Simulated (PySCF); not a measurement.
```yaml
atoms:
  - { symbol: C, position_ang: [2.7178, -0.0262, -0.9266] }
  - { symbol: C, position_ang: [1.5210, -0.8728, -0.5672] }
  - { symbol: O, position_ang: [1.6003, -2.0657, -0.3281] }
  - { symbol: N, position_ang: [0.3067, -0.2528, -0.5162] }
  - { symbol: Si, position_ang: [-1.1041, -1.2593, -0.0961] }
  - { symbol: N, position_ang: [-2.5258, -0.2741, -0.0953] }
  - { symbol: C, position_ang: [-3.2878, -0.0175, -1.2895] }
  - { symbol: C, position_ang: [-2.8954, 0.5349, 1.0368] }
  - { symbol: H, position_ang: [2.6008, 0.3964, -1.9366] }
  - { symbol: H, position_ang: [2.8272, 0.8136, -0.2230] }
  - { symbol: H, position_ang: [3.6189, -0.6485, -0.8957] }
  - { symbol: H, position_ang: [0.2431, 0.7375, -0.7208] }
  - { symbol: H, position_ang: [-0.9100, -1.7975, 1.2767] }
  - { symbol: H, position_ang: [-1.2774, -2.3113, -1.1323] }
  - { symbol: H, position_ang: [-3.0023, -0.7160, -2.0904] }
  - { symbol: H, position_ang: [-3.1462, 1.0120, -1.6779] }
  - { symbol: H, position_ang: [-4.3718, -0.1473, -1.1079] }
  - { symbol: H, position_ang: [-3.9690, 0.4183, 1.2795] }
  - { symbol: H, position_ang: [-2.3223, 0.2404, 1.9290] }
  - { symbol: H, position_ang: [-2.7173, 1.6172, 0.8692] }
```

Geometry: PBE0-D3(BJ)/def2-SVP.

Method: PBE0/pcSseg-1, SCF density, gas phase, non-relativistic in PySCF.

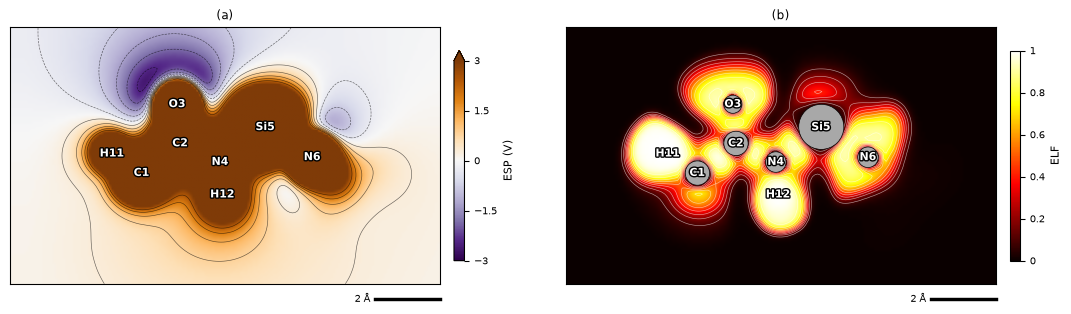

C₄H₁₂N₂OSi. (a) electrostatic potential; (b) ELF on the plane of atoms C1, C2 and N4. Grey discs cover the atomic cores in the ELF map.

### Read the bonding off the picture.

The section cuts through C, O, N, Si and H sites.
C–O (1.22 Å): the ELF peaks at about 0.85 between the atoms; a short, multiple covalent bond.
C–N (1.36 Å): the ELF peaks at about 0.90 between the atoms, as expected for a covalent bond.
C–C (1.51 Å): the ELF peaks at about 0.95 between the atoms, as expected for localised, covalent bonding.
Si–N (1.73 Å): the ELF peaks at about 0.90 between the atoms: a polar covalent bond.
N–H (1.01 Å): the ELF climbs to about 1 towards the hydrogen, as it does in any bond to H; a covalent bond by its length.
The ELF also peaks beside N6 and O3, away from the bonds: lone-pair regions.
Outside the dense part of the molecule the potential is most negative (−2.6 V) near O3.
